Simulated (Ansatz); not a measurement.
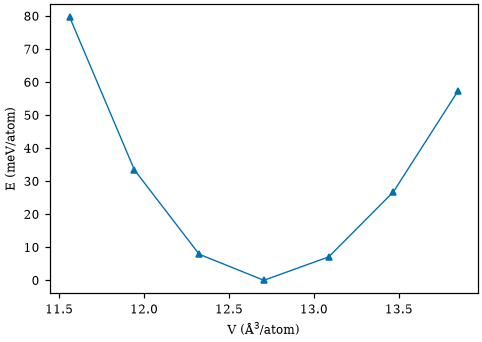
*KTaO$_{3}$ (cubic perovskite, space group No. 221) under volume change, plane-wave PAW r²SCAN (Ansatz code), scaled uniformly.*

Problem. What does a third-order Birch–Murnaghan fit give for V₀, B₀ and B′?

Solution. V₀ = 12.71 Å³/atom, B₀ = 209 GPa, B′ = 4.4.

Space group Pm-3m (cubic perovskite). The r²SCAN relaxation kept the symmetry of its start; phonons on a q-mesh show weakly imaginary modes. No spin polarisation was allowed. Scalar-relativistic: spin–orbit coupling is off unless named, which matters more the heavier the elements.

Potentials: the later of the program's two PAW sets.
